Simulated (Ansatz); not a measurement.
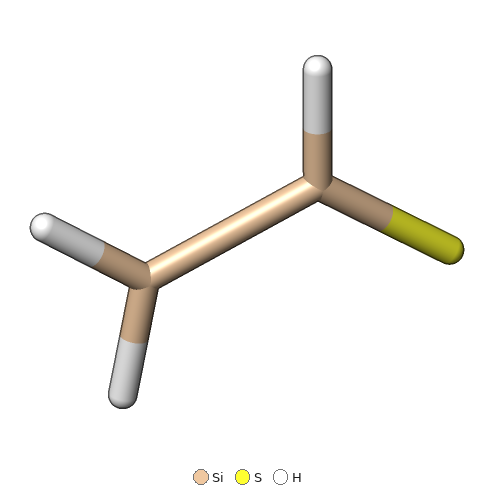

The picture shows a molecular structure as a stick model. Every bond is drawn as one stick, whatever its order.

The species is neutral and a spin doublet. Computed geometry: PBE0-D4/def2-TZVP optimisation. No frequency run is at hand to confirm it as a minimum.

Description:

The molecule is H₃SSi₂. Its SMILES string is `[SiH2][SiH]=S`. It has no ring. Among its groups: Si–H bond. It is an open-shell species. All atoms lie on one plane. Coordination: 2 Si trigonal planar.

More results for the same structure follow; atom numbers are the same in all pictures, views and colours differ.

Shape

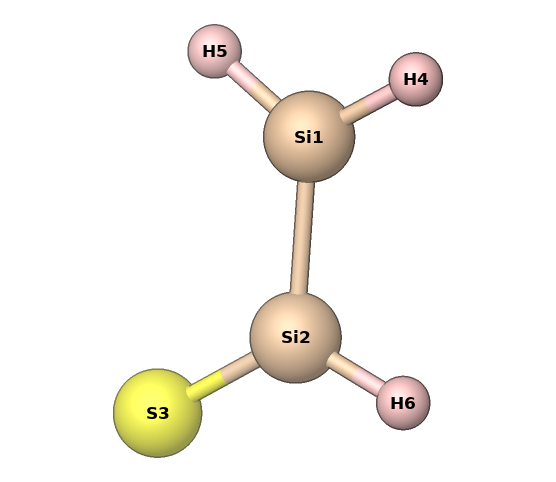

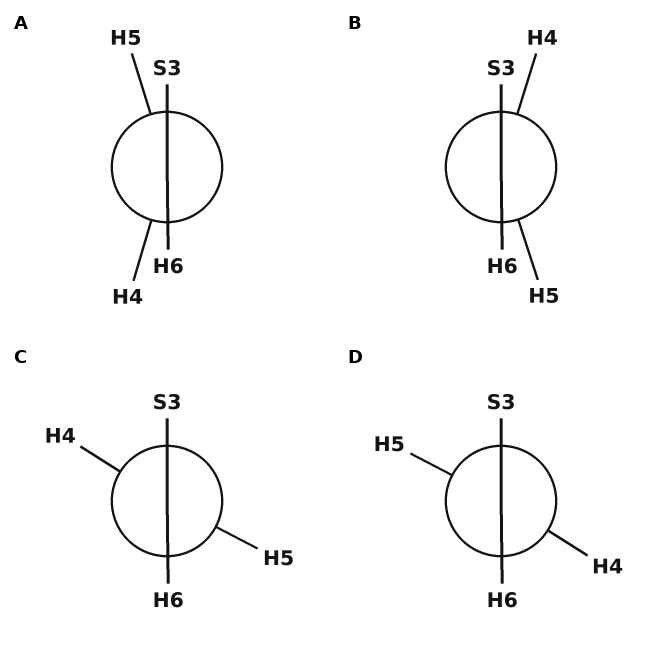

Atoms fade into the background with distance from the viewer. Bonds that would overlap in a projection are set slightly apart. No frequency run is at hand to confirm it as a minimum.

Which Newman projection shows the view along Si2–Si1, with Si2 in front?

Answer. A. The torsion angle S3–Si2–Si1–H4 is −178°, antiperiplanar (anti).

Electronic properties

No frequency run is at hand to confirm it as a minimum. Method: UKS PBE0-D4/def2-TZVPP (Ansatz 0.2.0).

Estimate the ⟨S²⟩ of the determinant.

Answer. 0.763.

Give the HOMO energy (Kohn–Sham orbital) at this level.

Answer. −6.51 eV.

Dipole moment

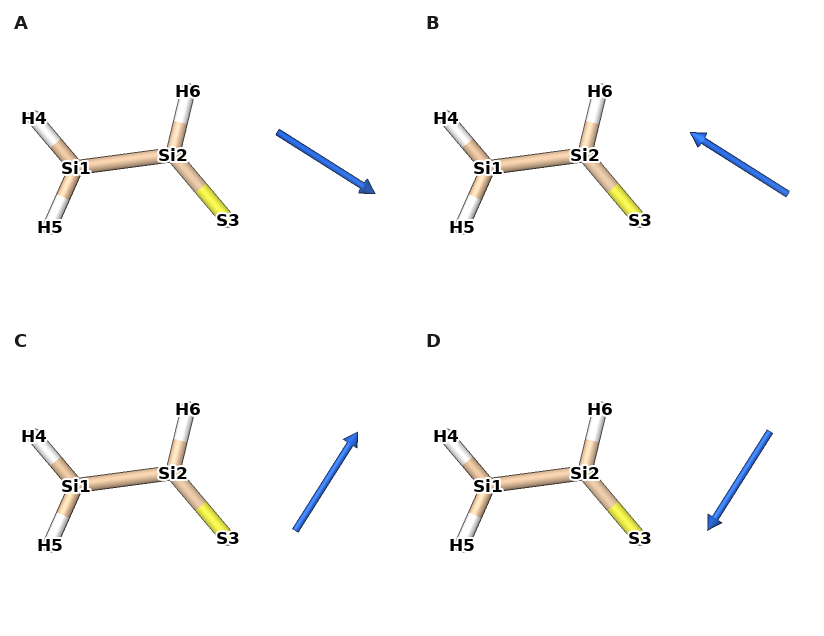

The same molecule four times, each with an arrow. No frequency run is at hand to confirm it as a minimum. Method: UKS PBE0-D4/def2-TZVP (Ansatz 0.2.0).

Which arrow points along the dipole moment, from the negative to the positive end?

Answer. B. The dipole moment is 3.48 D; it points from the side of S3 to the side of H4 (the outermost atoms at the two ends).

Charges

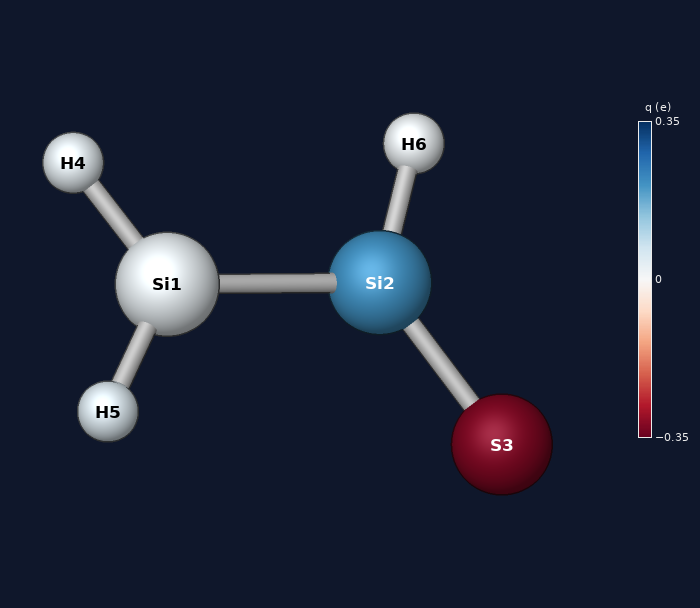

Atoms are coloured by their Mulliken charges. No frequency run is at hand to confirm it as a minimum. Properties computed with UKS PBE0-D4/def2-TZVP (Ansatz 0.2.0).

Which atom carries the highest charge (most positive or least negative)?

Answer. Si2 (0.21 e).

And the lowest?

Answer. S3 (−0.32 e).

List the Mulliken charges.

```tsv
atom	value (e)
Si1	0.02
Si2	0.21
S3	−0.32
H4	0.03
H5	0.04
H6	0.02
```

Mulliken values depend strongly on the basis set and can even reverse the polarity of a bond.
